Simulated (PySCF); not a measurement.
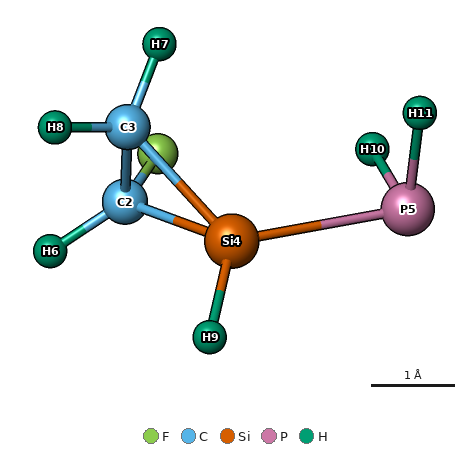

The structure (ball-and-stick view, seen at a tilt; atoms are numbered from 1 in the order of the input). Bond lengths as drawn: C–C 1.52 Å, C–F 1.37 Å, C–H 1.10 Å, C–Si 1.88 Å, H–P 1.43 Å, H–Si 1.49 Å and P–Si 2.25 Å.

# Run report: C₂H₆FPSi, core-level calculation

The run: core-level calculation of C₂H₆FPSi. Method and program: delta-SCF UKS SCAN, pcX-2 on the ionised atom, pcseg-1 elsewhere, spin-free X2C (PySCF 2.14.0).

Figures and captions count atoms from 1; the log counts them from 0 in places.

## The input
```
{"job": {"kind": "xps"}, "charge": 0, "multiplicity": 1}
F      0.250901     1.730089    -1.020433
C     -0.717278     0.814927    -0.714464
C     -0.879473     0.512199     0.765386
Si    -0.212422    -0.933406    -0.225871
P      1.991853    -1.362583    -0.263259
H     -1.636393     1.006996    -1.283764
H     -0.164846     1.030754     1.415549
H     -1.899487     0.506018     1.166416
H     -1.131756    -2.054044    -0.550129
H      2.272283     0.024118    -0.461454
H      2.163616    -1.300083     1.153831
```

The first line tells a small driver script what to run in PySCF; the rest is the geometry in Å.

Hardware: 1 CPU thread, shared host.

Launch command:
```bash
OMP_NUM_THREADS=1 python <driver script> task.json out
```

## The program's output
```
ground state, core basis on atom 0 (F), 139 functions
  cycle   1  E = -811.74350134  |g| = 5.97e-01
  cycle   2  E = -811.60121413  |g| = 1.05e+00
  cycle   3  E = -811.81019623  |g| = 1.10e-01
  cycle   4  E = -811.81299657  |g| = 4.18e-02
  cycle   5  E = -811.81346867  |g| = 1.14e-02
  cycle   6  E = -811.81350038  |g| = 3.98e-03
  cycle   7  E = -811.81350596  |g| = 1.00e-03
  cycle   8  E = -811.81350751  |g| = 5.50e-04
  cycle   9  E = -811.81350722  |g| = 1.27e-04
  E(ground) = -811.86928314 Eh
hole in F 1s of atom 0
  cycle   1  E = -785.46511987  |g| = 2.58e+00
[... 9 cycles left out ...]
  E(ion) = -786.43110115 Eh   <S^2> = 0.7574   hole on atom = 1.000   binding energy = 692.208 eV
ground state, core basis on atom 1 (C), 139 functions
[... 6 cycles left out ...]
  E(ground) = -811.82702154 Eh
hole in C 1s of atom 1
[... 11 cycles left out ...]
  E(ion) = -801.08840281 Eh   <S^2> = 0.7746   hole on atom = 1.000   binding energy = 292.213 eV
ground state, core basis on atom 2 (C), 139 functions
[... 6 cycles left out ...]
  E(ground) = -811.82405697 Eh
hole in C 1s of atom 2
[... 10 cycles left out ...]
  E(ion) = -801.15812666 Eh   <S^2> = 0.7714   hole on atom = 1.000   binding energy = 290.235 eV
ground state, core basis on atom 3 (Si), 150 functions
[... 6 cycles left out ...]
  E(ground) = -811.87631514 Eh
hole in Si 1s of atom 3
[... 12 cycles left out ...]
  E(ion) = -744.02610506 Eh   <S^2> = 0.7535   hole on atom = 1.000   binding energy = 1846.298 eV
hole in Si 2p of atom 3
[... 10 cycles left out ...]
  E(ion) = -807.94959542 Eh   <S^2> = 0.7524   hole on atom = 1.002   binding energy = 106.851 eV
  2p3/2 = 106.615 eV   2p1/2 = 107.239 eV
ground state, core basis on atom 4 (P), 150 functions
[... 6 cycles left out ...]
  E(ground) = -811.90462189 Eh
hole in P 1s of atom 4
[... 11 cycles left out ...]
  E(ion) = -732.89134248 Eh   <S^2> = 0.7520   hole on atom = 1.000   binding energy = 2150.061 eV
hole in P 2p of atom 4
[... 1 cycle left out ...]
  cycle   2  E = -804.65001573  |g| = 1.85e+00
  cycle   3  E = -806.37326896  |g| = 8.21e-01
  cycle   4  E = -806.83030500  |g| = 1.61e-01
  cycle   5  E = -806.83564803  |g| = 1.31e-01
  cycle   6  E = -806.84382538  |g| = 4.89e-02
  cycle   7  E = -806.84498676  |g| = 1.53e-02
  cycle   8  E = -806.84507286  |g| = 4.79e-03
  cycle   9  E = -806.84508564  |g| = 2.30e-03
  cycle  10  E = -806.84508763  |g| = 5.79e-04
  cycle  11  E = -806.84508946  |g| = 2.92e-04
  E(ion) = -806.87918478 Eh   <S^2> = 0.7536   hole on atom = 1.002   binding energy = 136.749 eV
  2p3/2 = 136.515 eV   2p1/2 = 137.406 eV
```

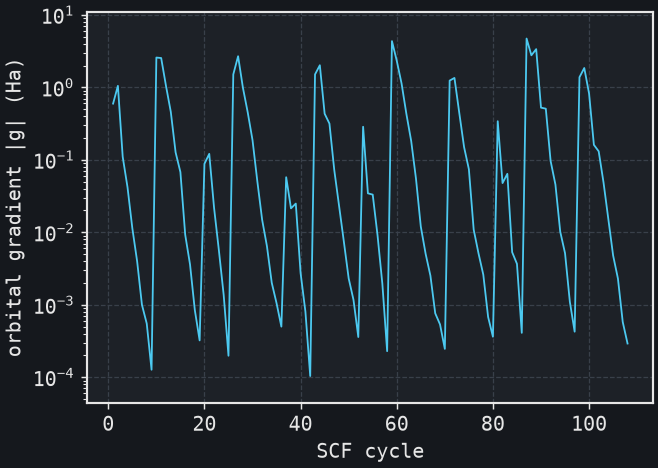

Convergence of the self-consistent field: orbital gradient |g| against the SCF cycle. All cycles printed in the log are drawn one after another.

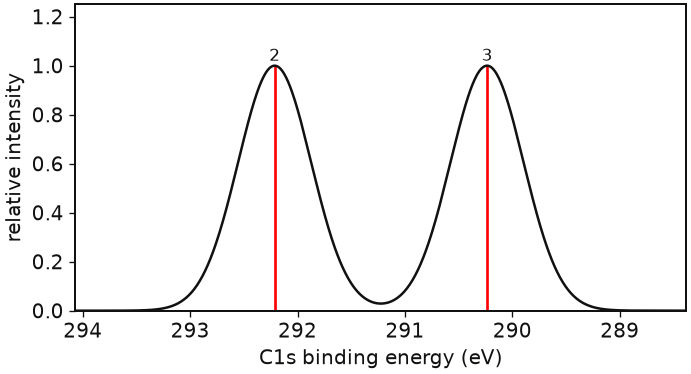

C1s binding energies by ΔSCF of the atoms computed, labelled by atom number, with a Gaussian envelope of 0.8 eV full width. They run from 290.23 eV (atom 3) to 292.21 eV (atom 2).

## Summary

- outcome: converged
- wall time: 66 s
- peak memory: 0.6 GiB
